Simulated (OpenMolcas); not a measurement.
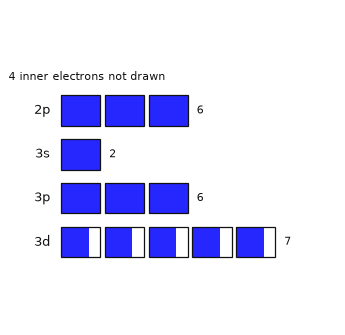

The outer shells of the leading configuration of the lowest level: a box for each of the 2l + 1 orbitals, shaded by the share of the shell that is filled, with the electron count at the right.

**Run report: Ni³⁺ complex, multiconfigurational calculation (part 1 of 2)**

- system: Ni³⁺ with 6 ligands (O; octahedron, 2.024 Å), embedded in MgO by model potentials and point charges, whose field is part of the energies.
- method: state-averaged CASSCF, active space 7 electrons in the shell 3d, basis ANO-RCC-VDZP on the metal and ANO-RCC-VDZP on the ligands, DKH2 scalar Hamiltonian, spin-orbit coupling by RASSI with atomic mean-field integrals (OpenMolcas)

**Output (extracts)**
```
--- SEWARD ---
Basis set label: NI.ANO-RCC...5S4P2D1F.

      Electronic valence basis set:
      ------------------
      Associated Effective Charge  28.000000 au
      Associated Actual Charge     28.000000 au
      Nuclear Model: Point charge

      Shell  nPrim  nBasis  Cartesian Spherical Contaminant
         s      21       5        X
         p      15       4        X
         d      10       2                 X
         f       6       1                 X
                  Relativistic Douglas-Kroll-Hess integrals:
                    - DKH order of Hamiltonian: 2
                    - DKH order of Properties : 0
                  Atomic mean-field integrals
--- RASSCF ---
Wave function specifications:
      -----------------------------

      Number of closed shell electrons          78
      Number of electrons in active shells       7
      Max number of holes in RAS1 space          0
      Max nr of electrons in RAS3 space          0
      Number of inactive orbitals               39
      Number of active orbitals                  5
      Number of secondary orbitals              98
      Spin quantum number                      1.5
      State symmetry                             1
Orbital specifications:
      -----------------------

      Symmetry species                           1   2
                                                ag  au
      Frozen orbitals                            0   0
      Inactive orbitals                         18  21
      Active orbitals                            5   0
      RAS1 orbitals                              0   0
      RAS2 orbitals                              5   0
      RAS3 orbitals                              0   0
      Secondary orbitals                        46  52
      Deleted orbitals                           0   0
      Number of basis functions                 69  73
      Number of CSFs                            10
      Number of root(s) required                10
      Iter CI   SX   CI       RASSCF       Energy    max ROT     max BLB   max BLB  Level Ln srch  Step   QN
          iter iter root      energy       change     param      element    value   shift minimum  type update
 Nr of preliminary CI iterations:   1
      Total energies have been shifted. Add                -1000.00 au
        1   1   10    0  -975.93920031    0.00E+00  -7.69E-02   21  27 1  5.96E-01*  1.97   0.00    SX    NO
        2   1   10    0  -977.54661251   -1.61E+00* -7.51E-02    9  22 2  2.60E-01*  1.49   0.00    SX    NO
        3   1   10    0  -977.99569288   -4.49E-01* -6.61E-02    9  22 2  1.40E-01*  1.28   0.00    SX    NO
        4   1   10    0  -978.08593935   -9.02E-02* -4.19E-02   21  24 2  7.51E-02*  1.18   0.00    SX    NO
        5   1   10    0  -978.11248253   -2.65E-02* -4.47E-02   21  24 2  4.39E-02*  1.13   2.36    LS   YES
        6   1   10    0  -978.12532080   -1.28E-02* -1.89E-02   20  26 1 -2.18E-02*  1.07   1.27    QN   YES
        7   1    9    0  -978.12899018   -3.67E-03* -1.28E-02    4  32 2 -1.43E-02*  1.07   1.50    QN   YES
        8   1    9    0  -978.13003477   -1.04E-03* -3.74E-03   11  24 2  3.18E-03*  1.07   1.25    QN   YES
        9   1    8    0  -978.13020521   -1.70E-04* -2.73E-03   23  29 1  2.28E-03*  1.07   1.29    QN   YES
       10   1    8    0  -978.13024865   -4.34E-05*  1.57E-03    4  32 2  1.48E-03*  1.07   1.33    QN   YES
       11   1    7    0  -978.13026004   -1.14E-05* -8.01E-04   15  49 1  3.67E-04*  1.07   1.36    QN   YES
       12   1    7    0  -978.13026273   -2.69E-06* -3.66E-04   21  27 1 -2.09E-04*  1.07   1.34    QN   YES
       13   1    6    0  -978.13026328   -5.50E-07* -1.55E-04    6  34 2 -1.15E-04*  1.07   1.33    QN   YES
       14   1    6    0  -978.13026339   -1.07E-07* -5.36E-05   22  28 1 -3.75E-05   1.07   1.31    QN   YES
       15   1    5    0  -978.13026341   -1.88E-08* -1.91E-05    6  30 1  1.35E-05   1.07   1.28    QN   YES
       16   1    5    0  -978.13026341   -2.91E-09  -9.32E-06    4  32 2  8.66E-06   1.07   2.50    QN   YES
      Convergence after 16 iterations
       17   1    5    0  -978.13026341   -7.40E-10  -9.32E-06    9  22 2 -4.54E-06   1.07   2.50    QN   YES
      Natural orbitals and occupation numbers for root  1
      sym 1:   1.920645   1.079355   1.000000   1.920645   1.079355
      Natural orbitals and occupation numbers for root  2
      sym 1:   1.920653   1.920653   1.079347   1.000000   1.079347
      Natural orbitals and occupation numbers for root  3
      sym 1:   1.920663   1.079337   1.079337   1.000000   1.920663
::    RASSCF root number  1 Total energy:  -1978.19186220
::    RASSCF root number  2 Total energy:  -1978.19186220
::    RASSCF root number  3 Total energy:  -1978.19186220
::    RASSCF root number  4 Total energy:  -1978.14386107
::    RASSCF root number  5 Total energy:  -1978.14386107
::    RASSCF root number  6 Total energy:  -1978.14386107
::    RASSCF root number  7 Total energy:  -1978.08463715
::    RASSCF root number  8 Total energy:  -1978.07027571
::    RASSCF root number  9 Total energy:  -1978.07027571
::    RASSCF root number 10 Total energy:  -1978.07027571
--- RASSCF ---
Wave function specifications:
      -----------------------------

      Number of closed shell electrons          78
      Number of electrons in active shells       7
      Max number of holes in RAS1 space          0
      Max nr of electrons in RAS3 space          0
      Number of inactive orbitals               39
      Number of active orbitals                  5
      Number of secondary orbitals              98
      Spin quantum number                      0.5
      State symmetry                             1
Orbital specifications:
      -----------------------

      Symmetry species                           1   2
                                                ag  au
      Frozen orbitals                            0   0
      Inactive orbitals                         18  21
      Active orbitals                            5   0
      RAS1 orbitals                              0   0
      RAS2 orbitals                              5   0
      RAS3 orbitals                              0   0
      Secondary orbitals                        46  52
      Deleted orbitals                           0   0
      Number of basis functions                 69  73
      Number of CSFs                            40
      Number of root(s) required                40
      Iter CI   SX   CI       RASSCF       Energy    max ROT     max BLB   max BLB  Level Ln srch  Step   QN
          iter iter root      energy       change     param      element    value   shift minimum  type update
 Nr of preliminary CI iterations:   1
      Total energies have been shifted. Add                -1000.00 au
        1   1    8    0  -978.01201511    0.00E+00   1.19E-02   19  25 1 -1.40E-02*  1.08   0.00    SX    NO
        2   1    8    0  -978.01396688   -1.95E-03* -8.80E-03   19  25 1 -7.02E-03*  1.07   0.00    SX    NO
        3   1    9    0  -978.01491574   -9.49E-04*  5.90E-03   19  25 1 -5.56E-03*  1.06   0.00    SX    NO
        4   1    8    0  -978.01540854   -4.93E-04*  4.37E-03   19  25 1 -3.33E-03*  1.06   0.00    SX    NO
        5   1    8    0  -978.01567203   -2.63E-04*  6.30E-03   10  24 1 -2.65E-03*  1.05   2.50    LS   YES
        6   1    8    0  -978.01590943   -2.37E-04*  5.54E-03   10  24 1 -2.46E-03*  1.05   1.91    LS   YES
        7   1    8    0  -978.01597943   -7.00E-05* -6.90E-04    9  34 2  2.48E-03*  1.04   1.04    QN   YES
        8   1    7    0  -978.01598970   -1.03E-05* -4.97E-04   10  24 1 -1.24E-03*  1.05   0.96    QN   YES
        9   1    7    0  -978.01599422   -4.52E-06*  3.93E-04   10  24 1 -6.61E-04*  1.05   1.79    LS   YES
       10   1    7    0  -978.01599533   -1.12E-06* -2.02E-04   10  24 1 -1.99E-04*  1.05   1.02    QN   YES
       11   1    6    0  -978.01599558   -2.50E-07* -1.46E-04   10  31 1  8.18E-05   1.05   1.72    LS   YES
       12   1    6    0  -978.01599565   -6.13E-08* -1.08E-04    7  32 2 -1.25E-04*  1.05   1.02    QN   YES
       13   1    6    0  -978.01599571   -6.46E-08* -1.36E-04    7  32 2 -5.29E-05   1.05   2.26    LS   YES
       14   1    6    0  -978.01599573   -1.49E-08*  3.16E-05   10  24 1  5.20E-05   1.05   0.70    QN   YES
       15   1    5    0  -978.01599574   -1.14E-08*  2.40E-05   10  24 1  3.09E-05   1.05   1.39    QN   YES
       16   1    4    0  -978.01599574   -3.14E-09   1.44E-05   10  24 1  1.25E-05   1.05   1.33    QN   YES
      Convergence after 16 iterations
       17   1    4    0  -978.01599574   -3.77E-10   1.44E-05    9  24 2  3.15E-06   1.05   1.33    QN   YES
      Natural orbitals and occupation numbers for root  1
      sym 1:   1.004272   0.077446   1.983347   1.959476   1.975459
      Natural orbitals and occupation numbers for root  2
      sym 1:   0.077446   1.004272   1.962174   1.986046   1.970062
      Natural orbitals and occupation numbers for root  3
      sym 1:   1.062870   0.336048   1.931008   1.737758   1.932316
::    RASSCF root number  1 Total energy:  -1978.14867385
::    RASSCF root number  2 Total energy:  -1978.14867385
::    RASSCF root number  3 Total energy:  -1978.10849244
::    RASSCF root number  4 Total energy:  -1978.10849243
::    RASSCF root number  5 Total energy:  -1978.10849243
::    RASSCF root number  6 Total energy:  -1978.10602576
::    RASSCF root number  7 Total energy:  -1978.10602576
::    RASSCF root number  8 Total energy:  -1978.10602576
::    RASSCF root number  9 Total energy:  -1978.08260033
::    RASSCF root number 10 Total energy:  -1978.08260033
::    RASSCF root number 11 Total energy:  -1978.08260033
::    RASSCF root number 12 Total energy:  -1978.05824135
::    RASSCF root number 13 Total energy:  -1978.05770150
::    RASSCF root number 14 Total energy:  -1978.05770150
::    RASSCF root number 15 Total energy:  -1978.05770150
::    RASSCF root number 16 Total energy:  -1978.04041447
::    RASSCF root number 17 Total energy:  -1978.04041447
::    RASSCF root number 18 Total energy:  -1978.04041447
::    RASSCF root number 19 Total energy:  -1978.02828354
::    RASSCF root number 20 Total energy:  -1978.02828354
::    RASSCF root number 21 Total energy:  -1978.01065100
::    RASSCF root number 22 Total energy:  -1978.01065100
::    RASSCF root number 23 Total energy:  -1978.01065100
::    RASSCF root number 24 Total energy:  -1978.00514004
::    RASSCF root number 25 Total energy:  -1978.00514004
::    RASSCF root number 26 Total energy:  -1978.00514004
::    RASSCF root number 27 Total energy:  -1977.98850115
::    RASSCF root number 28 Total energy:  -1977.98850115
::    RASSCF root number 29 Total energy:  -1977.98294684
::    RASSCF root number 30 Total energy:  -1977.98294684
```

(Continued in part 2.) Outcome of the run: converged.
